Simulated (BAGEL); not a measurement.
**B3LYP/6-31G(d) (density fitting with qzvpp-jkfit, spherical functions) run of GaHSF2 (SMILES [F][Ga]([F])[SH])**

Aim: the energy change on altering one bond length of GaHSF2 at B3LYP/6-31G* (density fitting with qzvpp-jkfit, spherical functions), from 2 runs. 

The results are computed with BAGEL 1.2.2.

1 further run of the same task is left out (it didn't finish). Runs told in other sessions of the task aren't counted.

### Step 1. The molecule

The species is GaHSF2 (5 atoms), meant as a singlet with charge 0. As SMILES, `[F][Ga]([F])[SH]`. The shape is that of a PBE0-D4/def2-TZVP optimisation.

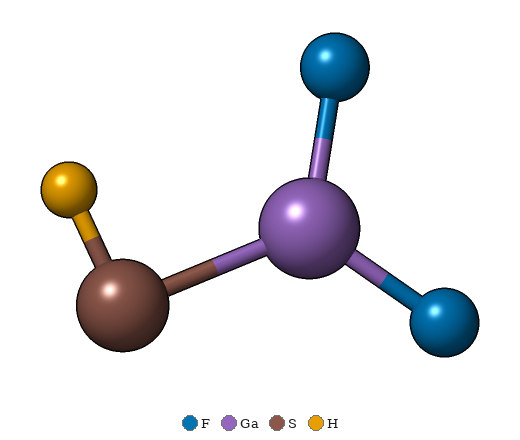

Viewed from a chosen angle; fluorine blue, gallium purple, sulfur brown, hydrogen amber.

### Step 2. The energy at B3LYP/6-31G(d) (density fitting with qzvpp-jkfit, spherical functions)

input.json reads:

```json
{ "bagel": [

{
  "title": "molecule",
  "basis": "6-31gs.json",
  "df_basis": "qzvpp-jkfit",
  "angstrom": true,
  "geometry": [
    { "atom": "F", "xyz": [      -0.326400,      -1.486100,       1.658600 ] },
    { "atom": "Ga", "xyz": [       0.142700,      -0.389000,       0.397700 ] },
    { "atom": "F", "xyz": [       1.855700,      -0.271200,       0.121400 ] },
    { "atom": "S", "xyz": [      -1.298500,       0.749200,      -0.745600 ] },
    { "atom": "H", "xyz": [      -0.323600,       1.323500,      -1.473600 ] }
  ]
},

{ "title": "ks", "xc_func": "b3lyp" },

{ "title": "print", "file": "orbitals.molden", "orbitals": true }

]}
```

The basis set 6-31G* is read from a file made from the Basis Set Exchange's data (not shown).

On the command line:

```sh
BAGEL_NUM_THREADS=1 BAGEL input.json > input.out
```

What it wrote:

```text
* using 1 threads per process

  ===============================================================
  ===============================================================

  *** Geometry ***

  { "atom" : "F", "xyz" : [     -0.616807,     -2.808322,      3.134300 ] },
  { "atom" : "Ga", "xyz" : [      0.269664,     -0.735103,      0.751544 ] },
  { "atom" : "F", "xyz" : [      3.506765,     -0.512494,      0.229413 ] },
  { "atom" : "S", "xyz" : [     -2.453809,      1.415783,     -1.408980 ] },
  { "atom" : "H", "xyz" : [     -0.611515,      2.501053,     -2.784700 ] },

  Number of auxiliary basis functions:      566

  Since a DF basis is specified, we compute 2- and 3-index integrals:
    o Being stored without compression. Storage requirement is 0.029 GB

  Number of basis functions:       80
  Number of electrons      :       66

    * METHOD: MOLECULE                             0.29

  *** Kohn-Sham DFT ***

    * Removing 7612 points whose weight is below 1.00e-10
    * Grid points: 66918

  === Nuclear Repulsion ===
   365.6878300203

       - DIIS with orbital gradients will be used.

  === KS iteration (b3lyp / 6-31gs.json) ===
      0      -2440.49699978          0.12603700           0.27
      1      -2282.80793734          0.21660144           0.25
      2      -2424.44655859          0.15212304           0.25
      3      -2514.42388112          0.11766185           0.25
      4      -2522.12893216          0.04009921           0.25
      5      -2467.34812927          0.16243624           0.25
      6      -2467.26747404          0.16162602           0.25
      7      -2511.41711931          0.21067113           0.25
      8      -2520.47220997          0.07526428           0.25
      9      -2523.04080965          0.01534497           0.25
     10      -2522.93961030          0.02215625           0.25
     11      -2523.19719905          0.00292078           0.25
     12      -2523.20131480          0.00148265           0.25
     13      -2523.20248710          0.00044737           0.25
     14      -2523.20253320          0.00028205           0.25
     15      -2523.20257588          0.00000901           0.25
     16      -2523.20257592          0.00000343           0.25
     17      -2523.20257593          0.00000088           0.25
     18      -2523.20257593          0.00000040           0.25
     19      -2523.20257593          0.00000018           0.25
     20      -2523.20257593          0.00000008           0.25
     21      -2523.20257593          0.00000002           0.25
     22      -2523.20257593          0.00000001           0.25
    * SCF iteration converged.

    * Permanent dipole moment:
           (    0.215266,    -0.540789,     0.585679) a.u.

    * METHOD: KS                                   6.04

    * METHOD: PRINT                                0.01

  ===============================================================
```

It took 6.6 s on 1 thread of Arm Neoverse V2, shared host; peak memory 0.32 GiB.

### Step 3. The distorted shape, same level

job.json reads:

```json
{ "bagel" : [

{
  "title" : "molecule",
  "basis" : "6-31gs.json",
  "df_basis" : "qzvpp-jkfit",
  "angstrom" : true,
  "geometry" : [
    { "atom" : "F", "xyz" : [      -0.583346,      -1.503770,       1.700044 ] },
    { "atom" : "Ga", "xyz" : [      -0.114246,      -0.406670,       0.439144 ] },
    { "atom" : "F", "xyz" : [       1.855700,      -0.271200,       0.121400 ] },
    { "atom" : "S", "xyz" : [      -1.555446,       0.731530,      -0.704156 ] },
    { "atom" : "H", "xyz" : [      -0.580546,       1.305830,      -1.432156 ] }
  ]
},

{
  "title" : "ks",
  "xc_func" : "b3lyp"
},

{
  "title" : "print",
  "file" : "orbitals.molden",
  "orbitals" : true
}

]}
```

The basis set 6-31G* is read from a file made from the Basis Set Exchange's data (not shown).

On the command line:

```sh
BAGEL_NUM_THREADS=1 BAGEL job.json > job.out
```

What it wrote:

```text
* using 1 threads per process

  ===============================================================
  ===============================================================

  *** Geometry ***

  { "atom" : "F", "xyz" : [     -1.102364,     -2.841713,      3.212618 ] },
  { "atom" : "Ga", "xyz" : [     -0.215894,     -0.768495,      0.829862 ] },
  { "atom" : "F", "xyz" : [      3.506765,     -0.512494,      0.229413 ] },
  { "atom" : "S", "xyz" : [     -2.939367,      1.382391,     -1.330662 ] },
  { "atom" : "H", "xyz" : [     -1.097073,      2.467661,     -2.706383 ] },

  Number of auxiliary basis functions:      566

  Since a DF basis is specified, we compute 2- and 3-index integrals:
    o Being stored without compression. Storage requirement is 0.029 GB

  Number of basis functions:       80
  Number of electrons      :       66

    * METHOD: MOLECULE                             0.30

  *** Kohn-Sham DFT ***

    * Removing 7372 points whose weight is below 1.00e-10
    * Grid points: 67158

  === Nuclear Repulsion ===
   352.1478323080

       - DIIS with orbital gradients will be used.

  === KS iteration (b3lyp / 6-31gs.json) ===
      0      -2435.04020649          0.17328991           0.27
      1      -2219.32416870          0.21750854           0.25
      2      -2401.04232782          0.14438745           0.25
      3      -2493.90608725          0.11653645           0.25
      4      -2500.31572086          0.23063356           0.25
      5      -2518.39620249          0.07390319           0.25
      6      -2519.84651584          0.08667010           0.25
      7      -2522.40723006          0.04234811           0.25
      8      -2520.90797008          0.05219690           0.25
      9      -2523.07707870          0.01217255           0.25
     10      -2523.17000782          0.00453873           0.25
     11      -2523.18123254          0.00083859           0.25
     12      -2523.18122157          0.00079037           0.25
     13      -2523.18158526          0.00022353           0.25
     14      -2523.18160212          0.00002009           0.25
     15      -2523.18160228          0.00001379           0.25
     16      -2523.18160236          0.00000436           0.26
     17      -2523.18160237          0.00000120           0.26
     18      -2523.18160237          0.00000049           0.25
     19      -2523.18160237          0.00000033           0.26
     20      -2523.18160237          0.00000009           0.25
     21      -2523.18160237          0.00000004           0.25
     22      -2523.18160237          0.00000002           0.26
     23      -2523.18160237          0.00000000           0.25
    * SCF iteration converged.

    * Permanent dipole moment:
           (    0.628463,    -0.564710,     0.577241) a.u.

    * METHOD: KS                                   6.31

    * METHOD: PRINT                                0.01

  ===============================================================
```

Wall time 6.9 s (1 thread of Arm Neoverse V2, shared host); peak memory 0.32 GiB.

### Step 4. Outcome

Level: B3LYP/6-31G* (density fitting with qzvpp-jkfit, spherical functions).

```
                                                          quantity           value
                                         first shape: total energy  -2523.20258 Eh
                                        first shape: dipole moment          2.10 D
                                          first shape: HOMO energy        -8.22 eV
                                          first shape: LUMO energy        -1.99 eV
                                        first shape: HOMO–LUMO gap         6.24 eV
                                     distorted shape: total energy  -2523.18160 Eh
                                    distorted shape: dipole moment          2.60 D
                                      distorted shape: HOMO energy        -8.46 eV
                                      distorted shape: LUMO energy        -2.67 eV
                                    distorted shape: HOMO–LUMO gap         5.79 eV
energy change with the Ga2–F3 bond stretched from 1.739 to 2.000 Å        0.571 eV
```

With the Ga2–F3 bond stretched from 1.739 to 2.000 Å the energy rises by 0.57 eV (55.1 kJ/mol). The first shape isn't relaxed at this level, so the change isn't measured from a minimum.
